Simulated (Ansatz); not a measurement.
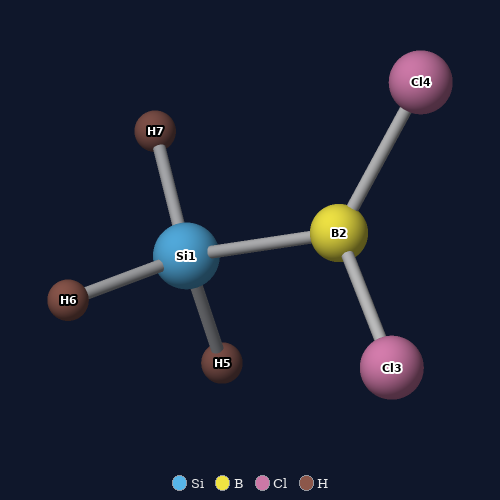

The system is BCl₂H₃Si, SMILES [SiH3]B(Cl)Cl; the picture shows the grid point nearest to the relaxed geometry. Two internal coordinates are moved rigidly from the geometry relaxed at PBE0-D4/def2-TZVP, all others fixed. First axis: bond Si1–H5. Second axis: angle B2–Si1–H7. The scan uses a 5 × 5 grid. Points are written as (first, second). Energies are in kJ/mol, from the lowest grid point. Computed with Ansatz, RKS PBE-D4/def2-TZVPP.

Its coordinates:

```yaml
atoms:
  - { symbol: Si, position_ang: [-0.0913, 0.8593, -0.2368] }
  - { symbol: B, position_ang: [0.1686, -1.0764, 0.2772] }
  - { symbol: Cl, position_ang: [-1.2281, -2.0951, 0.5160] }
  - { symbol: Cl, position_ang: [1.7510, -1.7736, 0.4927] }
  - { symbol: H, position_ang: [-0.8627, 0.9186, -1.5464] }
  - { symbol: H, position_ang: [-0.9016, 1.5301, 0.8157] }
  - { symbol: H, position_ang: [1.2034, 1.5697, -0.3925] }
```

Range: bond Si1–H5 from 1.339 to 1.786 Å; angle B2–Si1–H7 from 82 to 142°.

Question: Predict the map.

Answer: The lowest grid point is at (1.521 Å, 112°). No other kind of well shows on this grid. The highest grid point, (1.786 Å, 82°), lies 98 kJ/mol above the lowest. Round the minimum the two coordinates are nearly uncoupled.

```csv
"angle B2–Si1–H7 ↓, bond Si1–H5 →",1.339,1.413,1.521,1.646,1.786
142,74,53,46,58,86
127,38,18,12,25,54
112,25,6,0,14,44
97,37,18,13,27,58
82,77,58,53,68,98
```

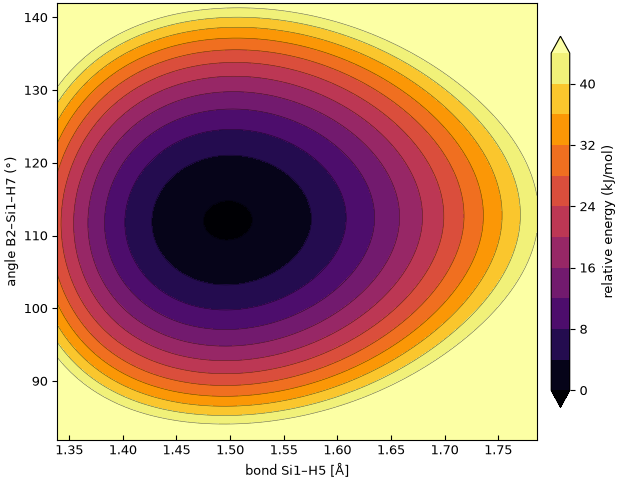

In the figure: filled contours, one colour for all values above the top of the scale. Between grid points the surface is interpolated.
